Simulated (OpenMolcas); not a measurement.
**Run report: C2H5NSi, single-point calculation (part 1 of 2)**

- system: C2H5NSi, SMILES C[SiH2]C#N
- method: HF/ANO-RCC-MB, RHF, DKH2 (OpenMolcas 26.06)

The geometry comes from this level: PBE0-D4/def2-TZVP.

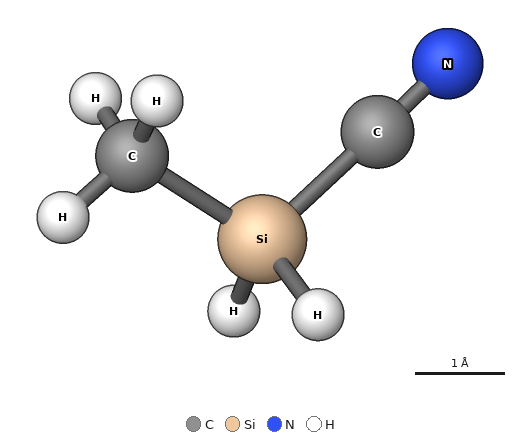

The structure (ball-and-stick view, seen at a tilt).

Key numbers:

```tsv
quantity	value
outcome	converged
total energy	−422.465789 hartree
basis functions	29
HOMO	−13.59 eV
LUMO	5.20 eV
dipole moment	3.54 debye
hardware	1 thread of Intel Xeon (Granite Rapids), 64 GiB of memory available, shared host
wall time	2 s
peak memory	0.38 GiB
```

Input file:
```
&GATEWAY
COORD=input.xyz
BASIS=ANO-RCC-MB
GROUP=NoSym
&SEWARD
&SCF
PRORBITALS=0
&LOCALISATION
OCCUPIED
FREEZE
PIPEK-MEZEY
&LOCALISATION
FILEORB=$Project.LocOrb
VIRTUAL
PIPEK-MEZEY
```

File input.xyz:
```
9

C     -0.672000     0.931100    -0.497500
Si    -0.146800    -0.554600     0.488300
C      1.638300    -0.910100     0.129800
N      2.747300    -1.112400    -0.107600
H     -0.554100     0.746100    -1.566800
H     -0.072800     1.803400    -0.229800
H     -1.721900     1.160400    -0.300900
H     -0.893300    -1.779400     0.117000
H     -0.236400    -0.330800     1.950300
```

Launched with:
```bash
export MOLCAS_MEM=1860
pymolcas step1.input > step1.log
```

Log:
```
--- Start Module: gateway ---

                                              &GATEWAY

                       available to each process: 1.9 GB of memory, 1 thread

++    Symmetry information:
      ---------------------

                    Character Table for C1

                             E
                    a        1  x, y, xy, Rz, z, xz, Ry, yz, Rx, I
--

++    Basis set information:
      ----------------------

      Basis set label: C.ANO-RCC...2S1P.

      Electronic valence basis set:
      ------------------
      Associated Effective Charge   6.000000 au
      Associated Actual Charge      6.000000 au
      Nuclear Model: Point charge

      Shell  nPrim  nBasis  Cartesian Spherical Contaminant
         s      14       2        X
         p       9       1        X

      Basis set label: SI.ANO-RCC...3S2P.

      Electronic valence basis set:
      ------------------
      Associated Effective Charge  14.000000 au
      Associated Actual Charge     14.000000 au
      Nuclear Model: Point charge

      Shell  nPrim  nBasis  Cartesian Spherical Contaminant
         s      17       3        X
         p      12       2        X

      Basis set label: C.ANO-RCC...2S1P.

      Electronic valence basis set:
      ------------------
      Associated Effective Charge   6.000000 au
      Associated Actual Charge      6.000000 au
      Nuclear Model: Point charge

      Shell  nPrim  nBasis  Cartesian Spherical Contaminant
         s      14       2        X
         p       9       1        X

      Basis set label: N.ANO-RCC...2S1P.

      Electronic valence basis set:
      ------------------
      Associated Effective Charge   7.000000 au
      Associated Actual Charge      7.000000 au
      Nuclear Model: Point charge

      Shell  nPrim  nBasis  Cartesian Spherical Contaminant
         s      14       2        X
         p       9       1        X

      Basis set label: H.ANO-RCC...1S.

      Electronic valence basis set:
      ------------------
      Associated Effective Charge   1.000000 au
      Associated Actual Charge      1.000000 au
      Nuclear Model: Point charge

      Shell  nPrim  nBasis  Cartesian Spherical Contaminant
         s       8       1        X
--

++    Molecular structure info:
      -------------------------

                    ************************************************
                    **** Cartesian Coordinates / bohr, angstrom ****
                    ************************************************

     Center  Label                x              y              z                     x              y              z
        1      C1              -1.269896       1.759524      -0.940139             -0.672000       0.931100      -0.497500
        2      SI2             -0.277412      -1.048042       0.922753             -0.146800      -0.554600       0.488300
        3      C3               3.095938      -1.719840       0.245286              1.638300      -0.910100       0.129800
        4      N4               5.191645      -2.102131      -0.203335              2.747300      -1.112400      -0.107600
        5      H5              -1.047097       1.409925      -2.960823             -0.554100       0.746100      -1.566800
        6      H6              -0.137572       3.407932      -0.434259             -0.072800       1.803400      -0.229800
        7      H7              -3.253919       2.192838      -0.568619             -1.721900       1.160400      -0.300900
        8      H8              -1.688092      -3.362579       0.221098             -0.893300      -1.779400       0.117000
        9      H9              -0.446731      -0.625121       3.685533             -0.236400      -0.330800       1.950300

                    ***************************************
                    *    InterNuclear Distances / bohr    *
                    ***************************************

               1 C1            2 SI2           3 C3            4 N4            5 H5            6 H6
    1 C1       0.000000
    2 SI2      3.512523        0.000000
    3 C3       5.707163        3.505676        0.000000
    4 N4       7.563516        5.682408        2.177015        0.000000
    5 H5       2.062771        4.660062        6.102402        7.672039        0.000000
    6 H6       2.062843        4.660123        6.100116        7.669073        3.347058        0.000000
    7 H7       2.064494        4.646191        7.502812        9.481970        3.347485        3.347555
    8 H8       5.268709        2.799896        5.058273        7.007114        5.771679        6.976634
    9 H9       5.268868        2.800086        5.058084        7.006863        6.976811        5.773542

               7 H7            8 H8            9 H9
    7 H7       0.000000
    8 H8       5.825644        0.000000
    9 H9       5.824003        4.586606        0.000000

                    *******************************************
                    *    InterNuclear Distances / angstrom    *
                    *******************************************

               1 C1            2 SI2           3 C3            4 N4            5 H5            6 H6
    1 C1       0.000000
    2 SI2      1.858747        0.000000
    3 C3       3.020101        1.855124        0.000000
    4 N4       4.002440        3.007001        1.152026        0.000000
    5 H5       1.091571        2.465999        3.229252        4.059868        0.000000
    6 H6       1.091609        2.466031        3.228042        4.058298        1.771187        0.000000
    7 H7       1.092483        2.458659        3.970317        5.017642        1.771413        1.771450
    8 H8       2.788081        1.481641        2.676723        3.708005        3.054241        3.691876
    9 H9       2.788165        1.481742        2.676623        3.707872        3.691970        3.055227

               7 H7            8 H8            9 H9
    7 H7       0.000000
    8 H8       3.082798        0.000000
    9 H9       3.081929        2.427128        0.000000

                    **************************************
                    *    Valence Bond Angles / degree    *
                    **************************************
                          Atom centers                 Phi
                      5 H5       1 C1       6 H6       108.44
                      5 H5       1 C1       7 H7       108.40
                      6 H6       1 C1       7 H7       108.40
                      8 H8       2 SI2      9 H9       109.98
--

            Nuclear Potential Energy            138.08902888 au

--- Stop Module: gateway /rc=_RC_ALL_IS_WELL_ ---

--- Start Module: seward ---

                                              &SEWARD

                       available to each process: 1.9 GB of memory, 1 thread

               SEWARD will generate:
                  Multipole Moment integrals up to order  2
                  Kinetic Energy integrals
                  Nuclear Attraction integrals (point charge)
                  One-Electron Hamiltonian integrals
                  Velocity integrals
                  Relativistic Douglas-Kroll-Hess integrals:
                    - Parametrization         : EXP
                    - DKH order of Hamiltonian: 2
                    - DKH order of Properties : 0
                         - multipole moment operators
                         - electric potential operators
                         - contact operators
                  Orbital angular momentum around (  1.1296  -0.7777   0.2052 )
                  Velocity quadrupole around (  1.1296  -0.7777   0.2052 )
                  Atomic mean-field integrals
                  Two-Electron Repulsion integrals

                   Integrals are discarded if absolute value <: 1.00E-14
                   Integral cutoff threshold is set to       <: 1.00E-16

            Nuclear Potential Energy            138.08902888 au

      Basis set specifications :
      Symmetry species         a
      Basis functions           29

--- Stop Module: seward /rc=_RC_ALL_IS_WELL_ ---
--- Module seward spent 1 second ---

--- Start Module: scf ---

                                                &SCF

                       available to each process: 1.9 GB of memory, 1 thread

++    Input section:
      --------------

      Header of the integral files:

      Cartesian coordinates in angstrom:
      -----------------------------------------------------
      No.  Label        X            Y            Z
      -----------------------------------------------------
       1   C1        -0.67200000   0.93110000  -0.49750000
       2   SI2       -0.14680000  -0.55460000   0.48830000
       3   C3         1.63830000  -0.91010000   0.12980000
       4   N4         2.74730000  -1.11240000  -0.10760000
       5   H5        -0.55410000   0.74610000  -1.56680000
       6   H6        -0.07280000   1.80340000  -0.22980000
       7   H7        -1.72190000   1.16040000  -0.30090000
       8   H8        -0.89330000  -1.77940000   0.11700000
       9   H9        -0.23640000  -0.33080000   1.95030000
      -----------------------------------------------------
      Nuclear repulsion energy =  138.08902888
--

++    Orbital specifications:
      -----------------------

      Symmetry species               1
                                     a
      Frozen orbitals                0
      Occupied orbitals             19
      Secondary orbitals            10
      Deleted orbitals               0
      Total number of orbitals      29
      Number of basis functions     29
--

      Molecular charge                           0.000

++    Optimization specifications:
      ----------------------------

      SCF Algorithm: Conventional
      Minimized density differences are used
      Number of density matrices in core                 5
      Maximum number of NDDO SCF iterations            400
      Maximum number of HF SCF iterations              400
      Threshold for SCF energy change             1.00E-09
      Threshold for density matrix                1.00E-04
      Threshold for Fock matrix                   1.50E-04
      Threshold for linear dependence             1.00E-09
      Threshold at which DIIS is turned on        1.50E-01
      Maximum depth in the DIIS procedure                5
      Maximum depth in the BFGS Hessian update          30
      Threshold at which QNR/C2DIIS is turned on  7.50E-02
      Threshold for Norm(delta) (QNR/C2DIIS)      1.00E-03
      All orbitals punched on: SCFORB
--

      Input vectors read from INPORB
      Orbital file label: *Guess orbitals

++ Convergence information
                                   SCF        iterations: Energy and convergence statistics

Iter     Tot. SCF        One-elec.       Two-elec.     Energy      Max Dij or  Max Fij      DNorm      TNorm      AccCon     Time
         Energy          Energy          Energy        Change      Delta Norm                                                in Sec.
   1  -422.135559330  -849.143682786   288.919094574   0.00E+00    5.08E-01*   1.95E-01*    8.07E+00   8.42E+01   None         0.
   2  -422.282249766  -852.587961130   292.216682482  -1.47E-01*   1.64E-01*   1.24E-01*    2.36E+00   8.49E+01   EDIIS        0.
   3  -422.440973643  -851.424585045   290.894582519  -1.59E-01*   1.60E-01*   5.18E-02*    7.20E-01   8.46E+01   EDIIS        0.
   4  -422.445871021  -852.062653401   291.527753497  -4.90E-03*   1.21E-02*   3.42E-02*    2.09E-01   8.47E+01   EDIIS        0.
   5  -422.465634311  -851.778641957   291.223978763  -1.98E-02*   2.74E-03*   2.51E-03*    2.49E-02   8.47E+01   c2DIIS       0.
   6  -422.465782995  -851.813301214   291.258489337  -1.49E-04*   1.48E-03*   8.53E-04*    4.68E-03   8.47E+01   QNRc2DIIS    0.
   7  -422.465787847  -851.813449892   291.258633163  -4.85E-06*   1.08E-03*   3.31E-04*    1.06E-03   8.47E+01   QNRc2DIIS    0.
   8  -422.465788996  -851.817552405   291.262734527  -1.15E-06*   2.20E-04    9.61E-05     5.10E-04   8.47E+01   QNRc2DIIS    0.
   9  -422.465789093  -851.816736685   291.261918709  -9.77E-08*   4.60E-05    1.87E-05     1.10E-04   8.47E+01   QNRc2DIIS    0.
  10  -422.465789097  -851.816635189   291.261817211  -3.16E-09*   1.52E-05    3.35E-06     5.43E-05   8.47E+01   QNRc2DIIS    0.
  11  -422.465789097  -851.816670907   291.261852928  -2.70E-10    9.09E-06    1.90E-06     4.68E-05   8.47E+01   QNRc2DIIS    0.

       Convergence after  11 Iterations
--

 *****************************************************************************************************************************
 *                                             SCF/KS-DFT Program, Final results                                             *
 *                                                       Final Results                                                       *
 *****************************************************************************************************************************
```
